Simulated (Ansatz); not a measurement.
CH₆N₂Si: molecular dynamics

CH₆N₂Si, SMILES C=N[SiH2]N, set up with RKS PBE, rpa/def2-SVP (Ansatz 0.2.0).

The geometry comes from this level: PBE0-D4/def2-TZVP.

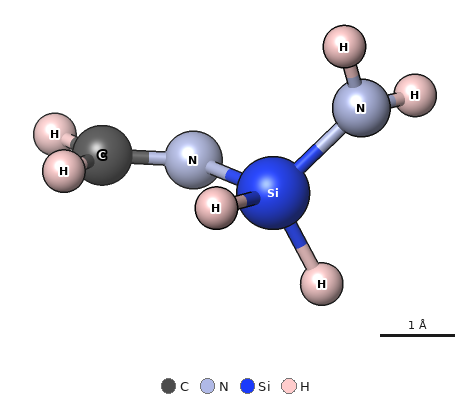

*The starting structure (ball-and-stick view, seen at a tilt).*

**Input file**
```yaml
crystal:
  periodic: [false, false, false]
  atoms:
    - {symbol: C, position_ang: [-1.766502, 0.839376, -0.369150]}
    - {symbol: N, position_ang: [-0.770791, 0.210531, -0.808936]}
    - {symbol: Si, position_ang: [0.311772, -0.704306, 0.217970]}
    - {symbol: N, position_ang: [1.948135, -0.229008, 0.101617]}
    - {symbol: H, position_ang: [-2.420559, 1.398324, -1.049941]}
    - {symbol: H, position_ang: [-2.051929, 0.878797, 0.696213]}
    - {symbol: H, position_ang: [-0.099747, -0.543700, 1.644387]}
    - {symbol: H, position_ang: [0.201475, -2.111126, -0.236020]}
    - {symbol: H, position_ang: [2.469744, -0.407542, -0.741292]}
    - {symbol: H, position_ang: [2.261402, 0.617454, 0.548153]}
basis:
  gaussian: {orbitals: def2-SVP}
hamiltonian: {xc: {name: PBE}}
correlation: {method: rpa}
md: {timestep: 0.5 fs, n_steps: 20, ensemble: nvt_langevin, temperature: 1500, initial_velocities: maxwell_boltzmann, friction: 0.01, seed: 26}
```

Command:
```bash
ansatz run in.yaml --threads 2 --pin off --events-out ev --progress --plain --max-ram 4352MiB
```

**The program's output**
```
Error: forces are implemented only for Hartree–Fock and Kohn–Sham states of molecules, for MP2, coupled cluster and FCI on these and for active spaces without a correction or with SC-NEVPT2: ask for no forces
```

**What the run reported**

```tsv
quantity	value
outcome	refused by the program
hardware	2 threads of Intel Xeon, 15 GiB of memory available, shared host
```

**What went wrong**

The program refused the input: “forces are implemented only for Hartree–Fock and Kohn–Sham states of molecules, for MP2, coupled cluster and FCI on these and for active spaces without a correction or with SC-NEVPT2: ask for no forces”
